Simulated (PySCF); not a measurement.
# C2H9BN2 (SMILES CCB(N)N): levels of theory compared

Wanted: a comparison of 4 runs (HF/STO-3G, HF/3-21G, B2PLYP/STO-3G, CCSD(T)/6-31G*) of C2H9BN2. The job is set up through a Python script.

Program for the calculation: PySCF 2.14.0.

## 1. The structure to begin with

C2H9BN2: 14 atoms, total charge 0, spin state singlet. As SMILES, `CCB(N)N`. The coordinates come from a PBE0-D4/def2-TZVP relaxation.

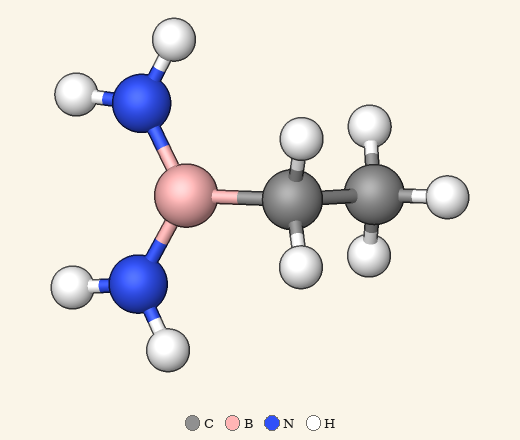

The structure, seen from a chosen angle (carbon grey, boron pink, nitrogen blue, hydrogen white).

## 2. Energy and gradient at HF/STO-3G (run 1)

geometry.xyz reads:

```xyz
14

C     -0.925100     1.518600     0.252100
C      0.239100     0.650000     0.735800
B      0.393500    -0.674700    -0.122300
N     -0.344600    -1.829400     0.232500
N      1.231200    -0.678300    -1.263300
H     -1.029800     2.431000     0.845700
H     -1.873600     0.977500     0.308900
H     -0.789500     1.817600    -0.790900
H      0.087000     0.400400     1.792200
H      1.164800     1.235700     0.699100
H     -0.339000    -2.689200    -0.286500
H     -0.940000    -1.853000     1.039300
H      1.768200     0.125300    -1.531100
H      1.344800    -1.460900    -1.882600
```

input.py reads:

```python
import pyscf.grad
from pyscf import gto

mol = gto.M(
    atom='geometry.xyz',
    basis='sto-3g',
    max_memory=1860,
    verbose=4,
)

mf = mol.RHF()
mf.conv_tol = 1e-10
mf.kernel()
if not mf.converged:
    mf = mf.newton().run(mf.mo_coeff, mf.mo_occ)

e_final = mf.e_tot
print('E(%s) = %.9f' % ('HF', e_final))
grad = mf.Gradients().kernel()
mf.analyze()
```

Launch:

```sh
OMP_NUM_THREADS=1 python input.py
```

The log of the run:

```text
PySCF version 2.14.0

[... 66 lines left out ...]
converged SCF energy = -212.002869311674
[... 22 lines left out ...]
MO #2   energy= -15.2816036903465  occ= 2
[... 7 lines left out ...]
MO #10  energy= -0.63366434291452  occ= 2
[... 7 lines left out ...]
MO #18  energy= -0.382208629471797 occ= 2
[... 7 lines left out ...]
MO #26  energy= 0.714640119418864  occ= 0
[... 7 lines left out ...]
MO #34  energy= 1.03818931268339   occ= 0
[... 51 lines left out ...]
Dipole moment(X, Y, Z, Debye):  0.12033, -0.93024, -0.59254
```

It took 4.2 s on 1 thread of Intel Xeon at 2.70GHz, shared host; peak memory 0.12 GiB.

## 3. Energy and gradient at HF/3-21G (run 2)

mol.xyz reads:

```xyz
14
C2H9BN2
C     -0.925100     1.518600     0.252100
C      0.239100     0.650000     0.735800
B      0.393500    -0.674700    -0.122300
N     -0.344600    -1.829400     0.232500
N      1.231200    -0.678300    -1.263300
H     -1.029800     2.431000     0.845700
H     -1.873600     0.977500     0.308900
H     -0.789500     1.817600    -0.790900
H      0.087000     0.400400     1.792200
H      1.164800     1.235700     0.699100
H     -0.339000    -2.689200    -0.286500
H     -0.940000    -1.853000     1.039300
H      1.768200     0.125300    -1.531100
H      1.344800    -1.460900    -1.882600
```

run.py reads:

```python
from pyscf import gto

mol = gto.M(
    atom='mol.xyz',
    basis='3-21g',
    verbose=4,
    max_memory=1860,
    charge=0,
    spin=0,
)

mf = mol.RHF()
mf.conv_tol = 1e-10
mf.kernel()
if not mf.converged:
    mf = mf.newton().run(mf.mo_coeff, mf.mo_occ)

energy = mf.e_tot
print('Final energy', energy)
grad = mf.nuc_grad_method().kernel()
dip = mf.dip_moment()
pop, q = mf.mulliken_pop()
```

Launch:

```sh
OMP_NUM_THREADS=1 python run.py
```

The log of the run:

```text
PySCF version 2.14.0

[... 68 lines left out ...]
converged SCF energy = -213.4818178699
Final energy -213.48181786989988
[... 11 lines left out ...]
Dipole moment(X, Y, Z, Debye):  0.09311, -1.07180, -0.73133
[... 78 lines left out ...]
charge of   13H =      0.29881
```

Wall time 5.7 s (1 thread of Intel Xeon at 2.70GHz, shared host); peak memory 0.13 GiB.

Run 3 isn't shown in full; the table further down has it.

## 4. The energy at CCSD(T)/6-31G(d) (spherical functions) (run 4)

Edit mol.xyz of step 3 so:

```diff
@@ -1,3 +1,3 @@
 14
-C2H9BN2
+
 C     -0.925100     1.518600     0.252100
```

calc.py reads:

```python
from pyscf import gto, cc

mol = gto.M(
    atom='mol.xyz',
    basis='6-31g*',
    verbose=3,
    spin=0,
    max_memory=1860,
)

mf = mol.RHF()
mf.conv_tol = 1e-10
mf.kernel()
if not mf.converged:
    mf = mf.newton().run(mf.mo_coeff, mf.mo_occ)

mycc = cc.CCSD(mf, frozen=5)
mycc.kernel()
e_t = mycc.ccsd_t()
e_tot = mycc.e_tot + e_t
print('E = %.10f Eh' % e_tot)
mf.analyze()
```

Launch:

```sh
OMP_NUM_THREADS=1 python calc.py
```

The log of the run:

```text
converged SCF energy = -214.644281334025
[... 16 lines left out ...]
MO #13  energy= -0.583435723303958 occ= 2
[... 14 lines left out ...]
MO #28  energy= 0.347693699229056  occ= 0
[... 14 lines left out ...]
MO #43  energy= 0.954641559267793  occ= 0
[... 14 lines left out ...]
MO #58  energy= 1.39022084404716   occ= 0
[... 14 lines left out ...]
MO #73  energy= 2.29242861110618   occ= 0
[... 14 lines left out ...]
MO #88  energy= 3.28357768003103   occ= 0
[... 15 lines left out ...]
Dipole moment(X, Y, Z, Debye):  0.11952, -1.00049, -0.65003
```

Run time: 43 s. Hardware: 1 thread of Intel Xeon at 2.70GHz, shared host; peak memory 0.53 GiB.

## 5. The series

| run | level | task | frozen core orbitals | energy (Eh) | dipole moment (D) of the reference | HOMO energy (eV) | LUMO energy (eV) | wall time |
| --- | --- | --- | --- | --- | --- | --- | --- | --- |
| 1 | HF/STO-3G | gradient | – | -212.002869 | 1.11 | -8.05 | 10.76 | 4.2 s |
| 2 | HF/3-21G | gradient | – | -213.481818 | 1.30 | -9.78 | 6.76 | 5.7 s |
| 3 | B2PLYP/STO-3G | energy | 5 | -212.984423 | 1.29 | -5.42 | 7.76 | 13 s |
| 4 | CCSD(T)/6-31G* (spherical functions) | energy | 5 | -215.375456 | 1.20 | -9.95 | 5.87 | 43 s |

## 6. Results

```
                                          quantity          value
                               run 4: total energy  -215.37546 Eh
       run 4: dipole moment (Hartree–Fock density)         1.20 D
        run 4: HOMO energy (Hartree–Fock orbitals)       -9.95 eV
        run 4: LUMO energy (Hartree–Fock orbitals)        5.87 eV
      run 4: HOMO–LUMO gap (Hartree–Fock orbitals)       15.82 eV
run 4: correlation energy (5 core orbitals frozen)     -731.2 mEh
                             run 4: (T) correction     -17.55 mEh
                              run 4: T1 diagnostic          0.010
```

**Reading.** Over runs 1, 2, 3 the dipole moment (its size) runs from 1.11 D (HF/STO-3G) to 1.30 D (HF/3-21G). Over runs 1, 2, 3 the HOMO–LUMO gap runs from 13.17 eV (B2PLYP/STO-3G) to 18.81 eV (HF/STO-3G). Exact exchange widens orbital gaps. A double hybrid's value is that of its SCF part. In runs 1, 3 the basis is minimal, so the values are rough. All runs together took 65 s, the longest 43 s.
